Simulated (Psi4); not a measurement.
# One shape, several levels: doublet [BCNF2]−

We compute a comparison of 4 runs (U-r2SCAN/6-311+G**, U-revPBE/6-311+G**, UPBE/6-311+G**, UTPSS/6-311+G**) of doublet [BCNF2]−. 

Program for the calculation: Psi4 1.11.

### 1 The molecule

The species is [BCNF2]− (5 atoms), meant as a doublet with charge -1. As SMILES of the parent species, `N#CB(F)F`. The coordinates come from a PBE0-D4/def2-TZVP relaxation. That shape belongs to the parent species and isn't relaxed for this state.

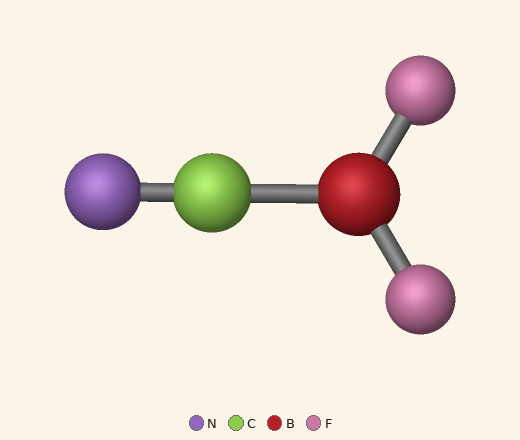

Viewed from a chosen angle; nitrogen purple, carbon green, boron red, fluorine pink.

### 2 Energy and forces at U-r2SCAN/6-311+G(d,p) (run 1)

File input.inp:

```
memory 1600 MB

molecule {
  -1 2
  N     -0.715100     1.789700     0.801000
  C     -0.319400     0.804800     0.359300
  B      0.212000    -0.517400    -0.233800
  F      1.451200    -0.872800    -0.026200
  F     -0.578700    -1.277900    -0.941900
  symmetry c1
  no_reorient
  no_com
}

set {
  basis                6-311+G**
  reference            uks
  puream               true
  e_convergence        1e-09
  d_convergence        1e-08
  scf_type             pk
  dft_radial_points    99
  dft_spherical_points 590
  maxiter              100
}

result = gradient('r2scan')
```

Started as:

```
psi4 input.inp input.out -n 1
```

input.out:

```text
[...]
  Running in c1 symmetry.
[...]
  Nuclear repulsion =  133.934054820875758
[...]
  Multiplicity = 2
[...]
  Nalpha       = 19
  Nbeta        = 18
[...]
    Number of basis functions: 110
[...]
   @UKS iter   1:  -317.05633209283906   -4.06721e-01   8.26604e-03 DIIS/ADIIS
[...]
   @UKS iter  16:  -317.44965210344162   -2.21689e-12   4.28552e-09 DIIS
[...]
   @S^2 Observed:                7.570948036E-01
[...]
  @UKS Final Energy:  -317.44965210344162
   => Energetics <=
    Nuclear Repulsion Energy =            133.9340548208757582
    One-Electron Energy =                -711.2561368941370574
    Two-Electron Energy =                 297.3718964825970374
    DFT Exchange-Correlation Energy =     -37.4994665127773459
    Empirical Dispersion Energy =           0.0000000000000000
    VV10 Nonlocal Energy =                  0.0000000000000000
    Total Energy =                       -317.4496521034416219
[...]
  -Total Gradient:
     Atom            X                  Y                   Z
    ------   -----------------  -----------------  -----------------
       1        0.029662353646    -0.073819501634    -0.033108701614
       2       -0.035124733027     0.087404744840     0.039203096968
       3        0.033473205290    -0.083320748726    -0.037373424781
       4       -0.061415267136     0.025492092872    -0.005697344778
       5        0.033337421897     0.044410024767     0.037051097663
[...]
```

Run time: 96 s. Hardware: 1 thread of AMD EPYC 7R43 (Zen 3), shared host; peak memory 0.53 GiB.

### 3 Energy and forces at U-revPBE/6-311+G(d,p) (run 2)

File input.in:

```
memory 1.6 GB

molecule {
  -1 2
  N     -0.715100     1.789700     0.801000
  C     -0.319400     0.804800     0.359300
  B      0.212000    -0.517400    -0.233800
  F      1.451200    -0.872800    -0.026200
  F     -0.578700    -1.277900    -0.941900
  units angstrom
  symmetry c1
}

set globals {
  basis 6-311+G**
  reference uks
  puream true
  e_convergence 1e-09
  d_convergence 1e-08
  scf_type pk
  dft_radial_points 99
  dft_spherical_points 590
  maxiter 100
}

e_tot = gradient("revpbe")
print_variables()
```

Started as:

```
psi4 -i input.in -o input.out -n 1
```

input.out:

```text
[...]
  Running in c1 symmetry.
[...]
  Nuclear repulsion =  133.934054820875758
[...]
  Multiplicity = 2
[...]
  Nalpha       = 19
  Nbeta        = 18
[...]
    Number of basis functions: 110
[...]
   @UKS iter   1:  -317.03964153885676   -2.68117e-01   8.75395e-03 DIIS/ADIIS
[...]
   @UKS iter  16:  -317.49505329574367   -4.54747e-13   6.41731e-09 DIIS
[...]
   @S^2 Observed:                7.528611506E-01
[...]
  @UKS Final Energy:  -317.49505329574367
   => Energetics <=
    Nuclear Repulsion Energy =            133.9340548208757582
    One-Electron Energy =                -710.9782558548515681
    Two-Electron Energy =                 297.0686530459399819
    DFT Exchange-Correlation Energy =     -37.5195053077078668
    Empirical Dispersion Energy =           0.0000000000000000
    VV10 Nonlocal Energy =                  0.0000000000000000
    Total Energy =                       -317.4950532957436735
[...]
  -Total Gradient:
     Atom            X                  Y                   Z
    ------   -----------------  -----------------  -----------------
       1        0.036468355874    -0.090759766478    -0.040706024876
       2       -0.038834633822     0.096642137132     0.043344778962
       3        0.033327416649    -0.082960271129    -0.037209945141
       4       -0.071792988650     0.027309071594    -0.008112494696
       5        0.040822543443     0.049791972708     0.042694067022
[...]
```

It took 36 s on 1 thread of AMD EPYC 7R43 (Zen 3), shared host; peak memory 0.53 GiB.

Run 3 isn't shown in full; the table further down has it.

### 4 Energy and gradient at UTPSS/6-311+G(d,p) (run 4)

File cbf2n.xyz:

```xyz
5
CBF2N
N     -0.715100     1.789700     0.801000
C     -0.319400     0.804800     0.359300
B      0.212000    -0.517400    -0.233800
F      1.451200    -0.872800    -0.026200
F     -0.578700    -1.277900    -0.941900
```

File cbf2n.py:

```python
import psi4

psi4.set_memory('1600 MB')
psi4.set_num_threads(1)
psi4.set_output_file('psi4.out', False)

with open('cbf2n.xyz') as f:
    atoms = ''.join(f.readlines()[2:])
mol = psi4.geometry('-1 2\n' + atoms + 'symmetry c1\nno_reorient\nno_com')

options = {'reference': 'uks', 'puream': True, 'e_convergence': 1e-09, 'd_convergence': 1e-08, 'scf_type': 'pk', 'dft_radial_points': 99, 'dft_spherical_points': 590, 'maxiter': 100}
psi4.set_options(options)

result, w = psi4.gradient('tpss/6-311+G**', return_wfn=True)
print('gradient / Eh bohr^-1')
print(result.np.round(6))
print(f'energy = {w.energy():.10f} Eh')
```

Started as:

```
python cbf2n.py
```

psi4.out:

```text
[...]
  Running in c1 symmetry.
[...]
  Nuclear repulsion =  133.934054820875758
[...]
  Multiplicity = 2
[...]
  Nalpha       = 19
  Nbeta        = 18
[...]
    Number of basis functions: 110
[...]
   @UKS iter   1:  -317.18830748977302   -3.15427e-01   8.68109e-03 ADIIS/DIIS
[...]
   @UKS iter  15:  -317.62704933210034   -1.27329e-11   4.70856e-09 DIIS
[...]
   @S^2 Observed:                7.535082311E-01
[...]
  @UKS Final Energy:  -317.62704933210034
   => Energetics <=
    Nuclear Repulsion Energy =            133.9340548208757582
    One-Electron Energy =                -711.2097783807103042
    Two-Electron Energy =                 297.3206695298771933
    DFT Exchange-Correlation Energy =     -37.6719953021429745
    Empirical Dispersion Energy =           0.0000000000000000
    VV10 Nonlocal Energy =                  0.0000000000000000
    Total Energy =                       -317.6270493321003414
[...]
  -Total Gradient:
     Atom            X                  Y                   Z
    ------   -----------------  -----------------  -----------------
       1        0.033434376357    -0.083208142766    -0.037319232466
       2       -0.037877161818     0.094256832056     0.042275577107
       3        0.034498925583    -0.085874282839    -0.038517825883
       4       -0.067681207991     0.026912224661    -0.006967183095
       5        0.037616454012     0.047934752786     0.040538260467
[...]
```

Standard output:

```text
gradient / Eh bohr^-1
[[ 0.033434 -0.083208 -0.037319]
 [-0.037877  0.094257  0.042276]
 [ 0.034499 -0.085874 -0.038518]
 [-0.067681  0.026912 -0.006967]
 [ 0.037616  0.047935  0.040538]]
energy = -317.6270493321 Eh
```

Wall time 99 s (1 thread of AMD EPYC 7R43 (Zen 3), shared host); peak memory 0.53 GiB.

### 5 The series

| run | level | task | energy (Eh) | HOMO energy (eV) | LUMO energy (eV) | ⟨S²⟩ | wall time |
| --- | --- | --- | --- | --- | --- | --- | --- |
| 1 | U-r2SCAN/6-311+G** | gradient | -317.449652 | 2.71 | 3.66 | 0.757 | 96 s |
| 2 | U-revPBE/6-311+G** | gradient | -317.495053 | 2.85 | 3.14 | 0.753 | 36 s |
| 3 | UPBE/6-311+G** | energy | -317.263368 | 2.82 | 3.17 | 0.752 | 30 s |
| 4 | UTPSS/6-311+G** | gradient | -317.627049 | 2.88 | 3.33 | 0.754 | 99 s |

### 6 Results

| quantity | value |
| --- | --- |
| run 4: total energy | -317.62705 Eh |
| run 4: HOMO energy (highest over α and β) | 2.88 eV |
| run 4: LUMO energy (lowest over α and β) | 3.33 eV |
| run 4: ⟨S²⟩ | 0.754 |
| run 4: largest force on an atom | 5.658 eV/Å |

Totals of different functionals can't be ranked against each other. In runs 1, 2, 3, 4 the HOMO lies above zero, so the outermost electron may be held by the basis alone. All runs together took 4.4 min, the longest 99 s.
